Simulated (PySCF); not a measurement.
**One shape, several levels: CH3Cl (chloromethane)**

Wanted: a comparison of 6 runs (B3LYP/6-31G*, B2PLYP/def2-TZVPP, B3LYP/def2-TZVPP, M06-2X/def2-TZVPP, SVWN5/def2-TZVPP, TPSS/def2-TZVPP) of CH3Cl (chloromethane). Input form: a Python script.

Program for the calculation: PySCF 2.14.0.

2 further runs of the same task are left out: 2 set aside as unsound or not needed.

### 1 The molecule

The species is CH3Cl (5 atoms), meant as a singlet with charge 0. As SMILES, `CCl`. The C1–H3 distance was set to 1.631 Å, away from the relaxed value. At this shape a bond of the SMILES string is far longer than usual.

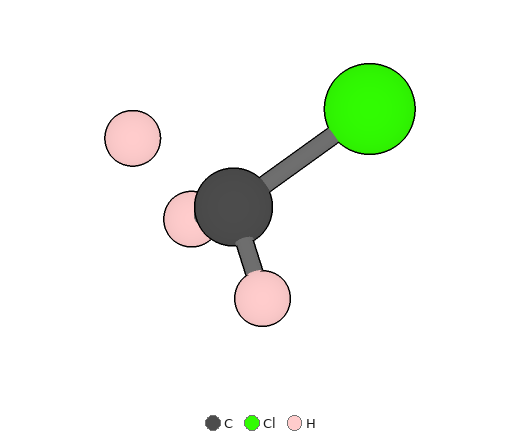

Viewed from a chosen angle; carbon dark grey, chlorine green, hydrogen pink.

### 2 The energy at B3LYP/6-31G(d) (spherical functions) (run 1)

Input file calc.py:

```python
from pyscf import gto, dft

system = gto.M(
    atom='''
C     -0.073599     0.704329    -0.652742
Cl     2.931632     0.135900    -2.020525
H     -0.538194    -1.351910     1.596252
H     -1.508090     0.501940    -2.110476
H     -0.097977     2.612386     0.110330
''',
    charge=0,
    verbose=3,
    max_memory=1860,
    unit='bohr',
    basis='6-31g*',
)

mf = dft.RKS(system, xc='b3lyp')
mf.grids.level = 5
mf.conv_tol = 1e-10
mf.kernel()
if not mf.converged:
    mf = mf.newton().run(mf.mo_coeff, mf.mo_occ)

etot = mf.e_tot
print(f'total energy: {etot:.8f} hartree')
```

Launch:

```bash
$ OMP_NUM_THREADS=1 python calc.py
```

Log:

```text
converged SCF energy = -500.029460894305
total energy: -500.02946089 hartree
```

Wall time 10 s (1 thread of Intel Xeon at 2.70GHz, shared host); peak memory 0.24 GiB.

### 3 The energy at B2PLYP/def2-TZVPP (run 2)

Input file job.py:

```python
from pyscf import gto, dft, mp

mol = gto.M(
    atom='''
C     -0.073599     0.704329    -0.652742
Cl     2.931632     0.135900    -2.020525
H     -0.538194    -1.351910     1.596252
H     -1.508090     0.501940    -2.110476
H     -0.097977     2.612386     0.110330
''',
    verbose=4,
    max_memory=1860,
    unit='bohr',
    basis='def2-tzvpp',
)

calc0 = dft.RKS(mol, xc='0.53*HF + 0.47*B88, 0.73*LYP')
calc0.conv_tol = 1e-10
calc0.grids.level = 5
calc0.kernel()
if not calc0.converged:
    calc0 = calc0.newton().run(calc0.mo_coeff, calc0.mo_occ)

pt = mp.MP2(calc0, frozen=6).run()
energy = calc0.e_tot + 0.27 * pt.e_corr
print('PT2 part  %.8f' % (0.27 * pt.e_corr))
print('E = %.10f Eh' % energy)
```

Launch:

```bash
$ OMP_NUM_THREADS=1 python job.py
```

Log:

```text
PySCF version 2.14.0

[... 75 lines left out ...]
converged SCF energy = -499.765023473205
[... 1 line left out ...]
******** <class 'pyscf.mp.mp2.RMP2'> ********
nocc = 7, nmo = 109
frozen orbitals 6
E(RMP2) = -500.232196660078  E_corr = -0.467173186873091
E(SCS-RMP2) = -500.234220298753  E_corr = -0.469196825548337
E_corr(same-spin) = -0.105474229268507
E_corr(oppo-spin) = -0.361698957604584
PT2 part  -0.12613676
E = -499.8911602337 Eh
```

Run time: 18 s. Hardware: 1 thread of Intel Xeon at 2.70GHz, shared host; peak memory 0.6 GiB.

Runs 3 to 5 aren't shown in full; the table further down has their settings and results.

### 4 The energy at TPSS/def2-TZVPP (run 6)

Input file run.py:

```python
from pyscf import gto, dft

mol = gto.M(
    atom=[
    ('C', (-0.038947, 0.372715, -0.345416)),
    ('Cl', (1.551353, 0.071915, -1.069216)),
    ('H', (-0.284800, -0.715400, 0.844700)),
    ('H', (-0.798047, 0.265615, -1.116816)),
    ('H', (-0.051847, 1.382415, 0.058384)),
],
    verbose=3,
    basis='def2-tzvpp',
    charge=0,
    max_memory=1860,
    spin=0,
)

mf = dft.RKS(mol, xc='tpss')
mf.grids.level = 5
mf.conv_tol = 1e-10
mf.kernel()
if not mf.converged:
    mf = mf.newton().run(mf.mo_coeff, mf.mo_occ)

etot = mf.e_tot
print('E(%s) = %.9f' % ('TPSS', etot))
```

Launch:

```bash
$ OMP_NUM_THREADS=1 python run.py
```

Log:

```text
converged SCF energy = -500.097261063547
E(TPSS) = -500.097261064
```

Run time: 30 s. Hardware: 1 thread of Intel Xeon at 2.70GHz, shared host; peak memory 0.66 GiB.

### 5 All runs side by side

```
run                               level  frozen core orbitals  energy (Eh)  dipole moment (D)  HOMO energy (eV)  LUMO energy (eV)  wall time
  1  B3LYP/6-31G* (spherical functions)                     –  -500.029461               1.65             -7.83             -0.69       10 s
  2                   B2PLYP/def2-TZVPP                     6  -499.891160               1.61             -9.27              0.44       18 s
  3                    B3LYP/def2-TZVPP                     –  -500.083832               1.51             -7.94             -1.12       18 s
  4                   M06-2X/def2-TZVPP                     –  -500.020547               1.60             -9.37              0.14       25 s
  5                    SVWN5/def2-TZVPP                     –  -498.195097               1.51             -6.94             -1.86      8.1 s
  6                     TPSS/def2-TZVPP                     –  -500.097261               1.50             -7.01             -1.58       30 s
```

### 6 Results

| quantity | value |
| --- | --- |
| run 6: total energy | -500.09726 Eh |
| run 6: dipole moment | 1.50 D |
| run 6: HOMO energy | -7.01 eV |
| run 6: LUMO energy | -1.58 eV |
| run 6: HOMO–LUMO gap | 5.42 eV |

What this shows: The dipole moment (its size) runs from 1.50 D (TPSS/def2-TZVPP) to 1.65 D (B3LYP/6-31G*). The two ends differ in method and basis. The HOMO–LUMO gap runs from 5.08 eV (SVWN5/def2-TZVPP) to 9.70 eV (B2PLYP/def2-TZVPP). A double hybrid's value is that of its SCF part. Totals of different functionals can't be ranked against each other. All runs together took 1.8 min, the longest 30 s.
